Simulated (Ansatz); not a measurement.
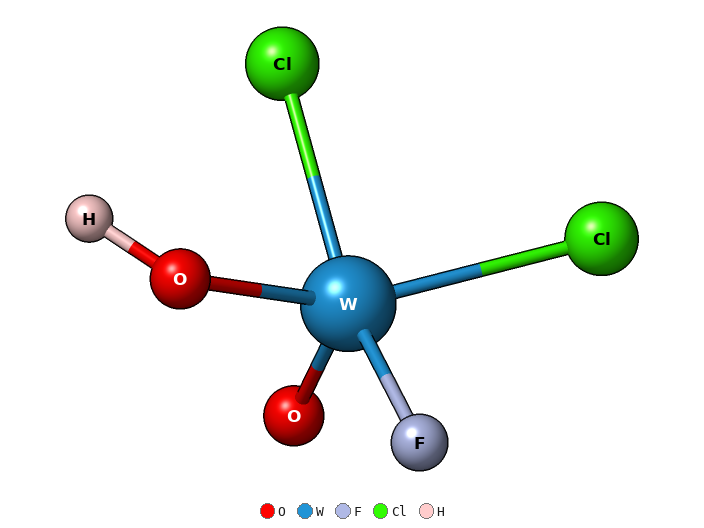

Charge 0, singlet. Harmonic vibrations computed with RKS PBE0-D4/def2-TZVP, core potentials on W (Ansatz 0.2.0) at a stationary point of the same level.

**How many imaginary frequencies does it have?**

A minimum: no imaginary frequency, and the lowest mode lies at 73 cm⁻¹.

**How many vibrational modes are there, and where do they lie?**

15 modes: 73, 143, 160, 198, 252, 282, 292, 306, 363, 407, 581, 689, 742, 1084, 3894 cm⁻¹.
